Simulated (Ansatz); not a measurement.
## Run report: BSi₄H₁₁Cl₂O₂, geometry relaxation (part 2 of 2)

The same run, continued: BSi₄H₁₁Cl₂O₂; RKS PBE0-D4/def2-TZVP (Ansatz 0.2.0). The geometry is a transition state displaced along its imaginary mode. The reaction was set up to form B1–O10 and Cl2–H9 and to break B1–Cl2 and H9–O10 (atoms counted from 1 in the order of the input); sticks are drawn by distance alone.

Geometry of the input (Å):
```
B  -1.6434  -1.1149  -1.1887
Cl -0.0626  -3.1199  -0.3927
Cl -2.2353  -1.6847  -2.8299
O  -0.6920  -0.1431  -1.2109
Si 0.3436  0.5405  -0.0613
Si 0.5701  2.7839  -0.6873
Si -0.5374  0.4105  2.1070
Si 2.4411  -0.5213  -0.1362
H  -1.2469  -2.4610  -0.0331
O  -2.3152  -1.5249  -0.0914
H  -0.7485  3.4641  -0.7119
H  1.4398  3.4539  0.3117
H  1.1953  2.9000  -2.0303
H  -0.6553  -0.9999  2.5615
H  0.4163  1.1261  3.0041
H  -1.8695  1.0691  2.1987
H  3.4645  0.5238  0.1472
H  2.6760  -1.0789  -1.5020
H  2.5573  -1.5898  0.8754
H  -3.0980  -2.0333  -0.3299
```

### Trajectory as extended XYZ (Å, eV, eV/Å), 11 of the 43 frames kept, from step=1 to step=43
```
20
Properties=species:S:1:pos:R:3:forces:R:3 step=1 energy=-61487.34653
B    -1.6434   -1.1149   -1.1887    1.0132   2.1725  -3.4483
Cl   -0.0626   -3.1199   -0.3927   -0.4433   0.0112   0.3969
Cl   -2.2353   -1.6847   -2.8299    0.2060   0.2590   1.0753
O    -0.6920   -0.1431   -1.2109   -0.8941  -1.0625   0.5369
Si    0.3436    0.5405   -0.0613   -0.0823  -0.0580  -0.1366
Si    0.5701    2.7839   -0.6873    0.0206  -0.0478  -0.0158
Si   -0.5374    0.4105    2.1070    0.0318   0.0309   0.0487
Si    2.4411   -0.5213   -0.1362   -0.0522   0.0695  -0.2362
H    -1.2469   -2.4610   -0.0331    1.4728  -1.3262   0.3086
O    -2.3152   -1.5249   -0.0914   -1.1332   0.0321   1.1581
H    -0.7485    3.4641   -0.7119   -0.0673   0.0266   0.0049
H     1.4398    3.4539    0.3117    0.0421   0.0352   0.0437
H     1.1953    2.9000   -2.0303    0.0153  -0.0057  -0.0180
H    -0.6553   -0.9999    2.5615   -0.0070   0.0022   0.0058
H     0.4163    1.1261    3.0041   -0.0359  -0.0227  -0.0285
H    -1.8695    1.0691    2.1987    0.0111  -0.0089   0.0013
H     3.4645    0.5238    0.1472    0.0184  -0.0078   0.0021
H     2.6760   -1.0789   -1.5020   -0.0143   0.0620   0.1307
H     2.5573   -1.5898    0.8754    0.0315  -0.1004   0.1100
H    -3.0980   -2.0333   -0.3299   -0.1331  -0.0611   0.0603
20
Properties=species:S:1:pos:R:3:forces:R:3 step=5 energy=-61488.06480
B    -1.7441   -0.9100   -1.3596   -0.4779  -0.1905   0.7501
Cl    0.1023   -3.6285    0.1050   -0.0765   0.0968   0.0218
Cl   -2.5724   -1.2479   -2.8845    0.0919   0.0455   0.0181
O    -0.7209   -0.0697   -1.2867    0.3110   0.0122  -0.0346
Si    0.3108    0.5509   -0.0952   -0.1595  -0.0609  -0.1454
Si    0.5915    2.8016   -0.6749   -0.0320   0.0111  -0.0124
Si   -0.5928    0.3915    2.0618    0.0143   0.0222  -0.0082
Si    2.4101   -0.5076   -0.1677   -0.0032   0.0429   0.0379
H    -0.8799   -2.7777    0.1711    0.1115  -0.1305   0.0315
O    -2.2200   -1.5221   -0.1979    0.2169   0.2442  -0.6466
H    -0.7246    3.4967   -0.7096    0.0148   0.0001   0.0043
H     1.4653    3.4637    0.3305    0.0028  -0.0111   0.0031
H     1.2245    2.9043   -2.0172    0.0087   0.0101   0.0069
H    -0.7059   -1.0106    2.5371    0.0025  -0.0088  -0.0103
H     0.3700    1.1187    2.9365   -0.0085  -0.0023   0.0185
H    -1.9175    1.0618    2.1545   -0.0003  -0.0108  -0.0087
H     3.4228    0.5526    0.1054   -0.0115  -0.0184  -0.0166
H     2.6544   -1.0758   -1.5175   -0.0005  -0.0147  -0.0168
H     2.5455   -1.5601    0.8697   -0.0015  -0.0102  -0.0124
H    -3.0191   -2.0316   -0.3613   -0.0030  -0.0271   0.0197
20
Properties=species:S:1:pos:R:3:forces:R:3 step=9 energy=-61488.09972
B    -1.7652   -0.8800   -1.3729    0.0346   0.0678  -0.0939
Cl    0.1224   -3.6194    0.4338   -0.0112   0.0102   0.0015
Cl   -2.6297   -1.0652   -2.9081   -0.0045  -0.0034   0.0314
O    -0.6740   -0.1165   -1.3178   -0.0333  -0.0539  -0.0063
Si    0.3230    0.5326   -0.1307    0.0337   0.0190   0.0311
Si    0.5824    2.7977   -0.6678    0.0024  -0.0005   0.0029
Si   -0.5967    0.3477    2.0191   -0.0039  -0.0076   0.0096
Si    2.4375   -0.4921   -0.2076    0.0033   0.0006  -0.0024
H    -0.8674   -2.7921    0.3589    0.0027  -0.0112  -0.0043
O    -2.2311   -1.5300   -0.2618   -0.0168  -0.0312   0.0282
H    -0.7318    3.4952   -0.6879   -0.0023  -0.0003   0.0005
H     1.4487    3.4255    0.3669   -0.0031  -0.0015  -0.0014
H     1.2299    2.9497   -1.9986   -0.0005   0.0002   0.0047
H    -0.7001   -1.0641    2.4701    0.0025   0.0097   0.0004
H     0.3290    1.0750    2.9326   -0.0050   0.0024  -0.0066
H    -1.9378    0.9879    2.0907    0.0000   0.0017  -0.0027
H     3.4515    0.5705    0.0394    0.0036   0.0032  -0.0035
H     2.6613   -1.0678   -1.5600   -0.0006  -0.0026   0.0034
H     2.5969   -1.5461    0.8251    0.0009   0.0032  -0.0032
H    -3.0490   -2.0085   -0.4237   -0.0023  -0.0055   0.0105
20
Properties=species:S:1:pos:R:3:forces:R:3 step=14 energy=-61488.10179
B    -1.7655   -0.8730   -1.3769   -0.0034   0.0084  -0.0128
Cl    0.1337   -3.5915    0.4747    0.0004  -0.0009  -0.0008
Cl   -2.6732   -0.9883   -2.8927    0.0030   0.0012   0.0033
O    -0.6560   -0.1387   -1.3180    0.0066   0.0012   0.0085
Si    0.3394    0.5123   -0.1270   -0.0042  -0.0024  -0.0048
Si    0.5795    2.7829   -0.6512    0.0002   0.0009  -0.0030
Si   -0.6036    0.3488    2.0143   -0.0025   0.0032   0.0003
Si    2.4585   -0.5013   -0.2177    0.0081  -0.0049  -0.0008
H    -0.8776   -2.7972    0.3418    0.0004   0.0007  -0.0013
O    -2.2218   -1.5523   -0.2771    0.0009  -0.0038   0.0075
H    -0.7439    3.4630   -0.6762    0.0000  -0.0001  -0.0004
H     1.4287    3.4151    0.3948   -0.0004  -0.0022   0.0005
H     1.2357    2.9543   -1.9751   -0.0001   0.0000   0.0001
H    -0.6953   -1.0500    2.5038    0.0018   0.0001  -0.0016
H     0.2932    1.1196    2.9206   -0.0021  -0.0019   0.0005
H    -1.9545    0.9726    2.0407    0.0007  -0.0017   0.0017
H     3.4736    0.5704   -0.0174   -0.0020   0.0016  -0.0019
H     2.6568   -1.1067   -1.5610   -0.0033  -0.0010   0.0012
H     2.6455   -1.5317    0.8337   -0.0013   0.0036   0.0025
H    -3.0533   -2.0084   -0.4342   -0.0026  -0.0020   0.0012
20
Properties=species:S:1:pos:R:3:forces:R:3 step=18 energy=-61488.10233
B    -1.7672   -0.8689   -1.3763    0.0033   0.0034   0.0024
Cl    0.1501   -3.5765    0.4532    0.0029  -0.0005  -0.0014
Cl   -2.6777   -0.9787   -2.8903   -0.0006   0.0009   0.0007
O    -0.6563   -0.1364   -1.3168   -0.0097  -0.0070  -0.0031
Si    0.3386    0.5130   -0.1251    0.0018   0.0016   0.0019
Si    0.5810    2.7827   -0.6505   -0.0004   0.0000  -0.0005
Si   -0.6071    0.3448    2.0148   -0.0008   0.0001   0.0009
Si    2.4569   -0.5041   -0.2126    0.0022   0.0004   0.0002
H    -0.8697   -2.7919    0.3266   -0.0003   0.0002   0.0007
O    -2.2211   -1.5515   -0.2768    0.0010   0.0022  -0.0015
H    -0.7414    3.4648   -0.6764    0.0002   0.0006  -0.0001
H     1.4308    3.4139    0.3955    0.0004   0.0000   0.0003
H     1.2377    2.9519   -1.9744    0.0003   0.0003   0.0003
H    -0.6919   -1.0559    2.5001    0.0002   0.0001   0.0007
H     0.2847    1.1171    2.9246   -0.0004  -0.0007   0.0001
H    -1.9611    0.9614    2.0420   -0.0004  -0.0005   0.0001
H     3.4753    0.5720   -0.0582   -0.0003  -0.0004  -0.0029
H     2.6375   -1.1517   -1.5384   -0.0021  -0.0028   0.0020
H     2.6550   -1.4998    0.8698    0.0007   0.0015   0.0024
H    -3.0540   -2.0060   -0.4310    0.0018   0.0007  -0.0033
20
Properties=species:S:1:pos:R:3:forces:R:3 step=22 energy=-61488.10484
B    -1.7697   -0.8550   -1.3825   -0.0028   0.0128  -0.0329
Cl    0.2299   -3.5182    0.4102   -0.0091   0.0081   0.0016
Cl   -2.7054   -0.9396   -2.8833    0.0044  -0.0015  -0.0002
O    -0.6633   -0.1159   -1.3267   -0.0175  -0.0099   0.0109
Si    0.3290    0.5143   -0.1219    0.0176   0.0200   0.0106
Si    0.5870    2.7857   -0.6308   -0.0009  -0.0091   0.0019
Si   -0.6267    0.3348    2.0129    0.0005  -0.0048  -0.0093
Si    2.4410   -0.5199   -0.2048    0.0012  -0.0068  -0.0002
H    -0.8235   -2.7763    0.2950    0.0113  -0.0071  -0.0003
O    -2.2035   -1.5627   -0.2912    0.0054  -0.0020  -0.0047
H    -0.7291    3.4798   -0.6482   -0.0002   0.0050   0.0006
H     1.4468    3.4017    0.4159    0.0023   0.0035   0.0015
H     1.2411    2.9547   -1.9560    0.0003   0.0032  -0.0002
H    -0.7105   -1.0671    2.4950    0.0000   0.0012   0.0012
H     0.2617    1.1064    2.9263    0.0013   0.0012   0.0032
H    -1.9817    0.9492    2.0386   -0.0030  -0.0003  -0.0001
H     3.4736    0.5529   -0.2500    0.0019  -0.0019  -0.0042
H     2.5427   -1.3408   -1.4392    0.0008  -0.0006   0.0015
H     2.6934   -1.3629    0.9908    0.0035   0.0029   0.0024
H    -3.0331   -2.0210   -0.4504   -0.0170  -0.0138   0.0166
20
Properties=species:S:1:pos:R:3:forces:R:3 step=26 energy=-61488.10591
B    -1.7698   -0.8531   -1.3924   -0.0038  -0.0078  -0.0018
Cl    0.2409   -3.5032    0.4374    0.0077  -0.0046   0.0021
Cl   -2.6972   -0.9376   -2.8979   -0.0003   0.0009   0.0024
O    -0.6715   -0.1032   -1.3257   -0.0030  -0.0006   0.0068
Si    0.3251    0.5188   -0.1193    0.0047   0.0033  -0.0007
Si    0.5907    2.7913   -0.6187    0.0014   0.0002   0.0025
Si   -0.6316    0.3329    2.0143   -0.0011  -0.0022  -0.0056
Si    2.4339   -0.5244   -0.2115    0.0032  -0.0011  -0.0010
H    -0.8150   -2.7710    0.2913   -0.0059   0.0052   0.0001
O    -2.1984   -1.5741   -0.3070    0.0042   0.0047  -0.0012
H    -0.7202    3.4958   -0.6243    0.0000   0.0000   0.0014
H     1.4613    3.3972    0.4253    0.0012   0.0001   0.0007
H     1.2378    2.9634   -1.9469    0.0001   0.0010  -0.0007
H    -0.7141   -1.0695    2.4949   -0.0002   0.0013   0.0004
H     0.2534    1.1051    2.9307   -0.0008   0.0008   0.0010
H    -1.9882    0.9444    2.0376    0.0000  -0.0002   0.0003
H     3.4706    0.5399   -0.3245   -0.0023  -0.0018  -0.0030
H     2.5059   -1.3957   -1.4128   -0.0019  -0.0009   0.0024
H     2.7113   -1.3174    1.0128   -0.0011   0.0031  -0.0005
H    -3.0247   -2.0396   -0.4634   -0.0021  -0.0014  -0.0055
20
Properties=species:S:1:pos:R:3:forces:R:3 step=30 energy=-61488.10712
B    -1.7646   -0.8495   -1.4130    0.0086  -0.0004   0.0175
Cl    0.2621   -3.4908    0.5276   -0.0240   0.0139  -0.0053
Cl   -2.6971   -0.9227   -2.9157   -0.0020   0.0005  -0.0023
O    -0.6860   -0.0724   -1.3333   -0.0004   0.0012   0.0084
Si    0.3175    0.5283   -0.1208   -0.0049   0.0055  -0.0044
Si    0.6036    2.8061   -0.5829   -0.0005  -0.0032  -0.0079
Si   -0.6497    0.3352    2.0071   -0.0013  -0.0131   0.0001
Si    2.4169   -0.5335   -0.2360    0.0248  -0.0146  -0.0071
H    -0.7888   -2.7675    0.3061    0.0229  -0.0126   0.0059
O    -2.1702   -1.6059   -0.3427    0.0018   0.0008  -0.0064
H    -0.6957    3.5312   -0.5466    0.0043   0.0001   0.0005
H     1.5058    3.3773    0.4545   -0.0025  -0.0038  -0.0027
H     1.2262    2.9921   -1.9209   -0.0009   0.0066   0.0009
H    -0.7320   -1.0674    2.4860   -0.0031   0.0023   0.0073
H     0.2216    1.1116    2.9334   -0.0018  -0.0001  -0.0058
H    -2.0095    0.9407    2.0147    0.0021   0.0005   0.0000
H     3.4565    0.5037   -0.4986   -0.0268  -0.0265   0.0053
H     2.4196   -1.5127   -1.3557    0.0019   0.0246   0.0306
H     2.7485   -1.2144    1.0436   -0.0037   0.0143  -0.0289
H    -2.9847   -2.0895   -0.5070    0.0056   0.0042  -0.0058
20
Properties=species:S:1:pos:R:3:forces:R:3 step=35 energy=-61488.10775
B    -1.7558   -0.8433   -1.4294   -0.0031  -0.0102   0.0046
Cl    0.2646   -3.5003    0.6143   -0.0226   0.0160  -0.0060
Cl   -2.6999   -0.8938   -2.9263   -0.0005  -0.0010   0.0007
O    -0.6969   -0.0419   -1.3357   -0.0082  -0.0001  -0.0089
Si    0.3115    0.5380   -0.1185    0.0055   0.0093   0.0126
Si    0.6151    2.8184   -0.5561    0.0004   0.0035  -0.0001
Si   -0.6669    0.3388    2.0045    0.0016  -0.0018  -0.0017
Si    2.4004   -0.5419   -0.2562    0.0003   0.0002  -0.0014
H    -0.7644   -2.7699    0.3224    0.0229  -0.0169   0.0060
O    -2.1348   -1.6419   -0.3804    0.0006   0.0063  -0.0118
H    -0.6705    3.5634   -0.4701    0.0047  -0.0027  -0.0004
H     1.5550    3.3581    0.4647   -0.0025  -0.0015  -0.0033
H     1.2025    3.0183   -1.9081   -0.0011   0.0003   0.0032
H    -0.7434   -1.0594    2.4966   -0.0004   0.0009  -0.0001
H     0.1885    1.1321    2.9306    0.0002  -0.0006   0.0007
H    -2.0314    0.9337    1.9933    0.0005  -0.0001  -0.0005
H     3.4333    0.4647   -0.6296   -0.0031  -0.0033   0.0014
H     2.3491   -1.5906   -1.3066    0.0019   0.0008   0.0019
H     2.7798   -1.1400    1.0494    0.0009   0.0002  -0.0012
H    -2.9359   -2.1425   -0.5590    0.0020   0.0007   0.0042
20
Properties=species:S:1:pos:R:3:forces:R:3 step=39 energy=-61488.10784
B    -1.7552   -0.8414   -1.4343    0.0015  -0.0030   0.0033
Cl    0.2669   -3.5121    0.6398    0.0026  -0.0016   0.0008
Cl   -2.7061   -0.8907   -2.9271    0.0021   0.0004   0.0029
O    -0.7071   -0.0260   -1.3378   -0.0025   0.0005  -0.0028
Si    0.3055    0.5463   -0.1195   -0.0012  -0.0036   0.0008
Si    0.6213    2.8261   -0.5502   -0.0001  -0.0030  -0.0008
Si   -0.6723    0.3411    2.0028    0.0003   0.0005   0.0001
Si    2.3899   -0.5428   -0.2605   -0.0013  -0.0006   0.0002
H    -0.7503   -2.7768    0.3245   -0.0018   0.0014  -0.0001
O    -2.1183   -1.6549   -0.3914   -0.0008   0.0060  -0.0049
H    -0.6576    3.5804   -0.4528   -0.0022   0.0012   0.0003
H     1.5721    3.3542    0.4659    0.0013   0.0008   0.0019
H     1.2012    3.0262   -1.9051    0.0012   0.0009  -0.0021
H    -0.7501   -1.0586    2.4898   -0.0004  -0.0008   0.0008
H     0.1831    1.1307    2.9322   -0.0003  -0.0001   0.0000
H    -2.0366    0.9368    1.9924    0.0000   0.0000   0.0001
H     3.4222    0.4535   -0.6611    0.0003  -0.0008  -0.0002
H     2.3269   -1.6106   -1.2908    0.0000   0.0016   0.0012
H     2.7791   -1.1183    1.0525   -0.0002   0.0007  -0.0019
H    -2.9147   -2.1631   -0.5695    0.0013  -0.0007   0.0004
20
Properties=species:S:1:pos:R:3:forces:R:3 step=43 energy=-61488.10786
B    -1.7534   -0.8409   -1.4374   -0.0014   0.0000  -0.0006
Cl    0.2685   -3.5128    0.6549   -0.0015   0.0009  -0.0006
Cl   -2.7034   -0.8932   -2.9305    0.0000  -0.0003  -0.0008
O    -0.7100   -0.0195   -1.3394    0.0021   0.0028   0.0000
Si    0.3032    0.5481   -0.1193    0.0003  -0.0004   0.0000
Si    0.6236    2.8281   -0.5452   -0.0002   0.0017  -0.0005
Si   -0.6757    0.3418    2.0025   -0.0007  -0.0010  -0.0002
Si    2.3853   -0.5442   -0.2657    0.0017   0.0007  -0.0005
H    -0.7444   -2.7754    0.3306    0.0009  -0.0009   0.0003
O    -2.1125   -1.6572   -0.3956    0.0002  -0.0030   0.0029
H    -0.6535    3.5854   -0.4448    0.0014  -0.0007  -0.0001
H     1.5768    3.3518    0.4714   -0.0012  -0.0010  -0.0010
H     1.2030    3.0301   -1.9003   -0.0005   0.0000   0.0015
H    -0.7554   -1.0579    2.4896    0.0001   0.0007  -0.0002
H     0.1793    1.1306    2.9329    0.0001   0.0001  -0.0004
H    -2.0394    0.9387    1.9906    0.0000   0.0001   0.0002
H     3.4167    0.4472   -0.6811   -0.0011  -0.0011   0.0004
H     2.3137   -1.6195   -1.2875    0.0000   0.0000   0.0004
H     2.7826   -1.1103    1.0489   -0.0001   0.0001  -0.0004
H    -2.9050   -2.1710   -0.5749   -0.0001   0.0011  -0.0004
```

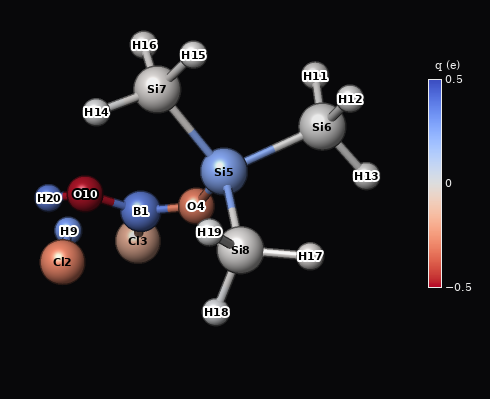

Mulliken charges, as the colour of each atom (ball-and-stick view, seen at a tilt; atoms are numbered from 1 in the order of the input; Mulliken charges depend strongly on the basis). By element: B +0.35, Cl −0.29 to −0.16, O −0.48 to −0.30, Si −0.01 to +0.25 and H −0.01 to +0.35 e.
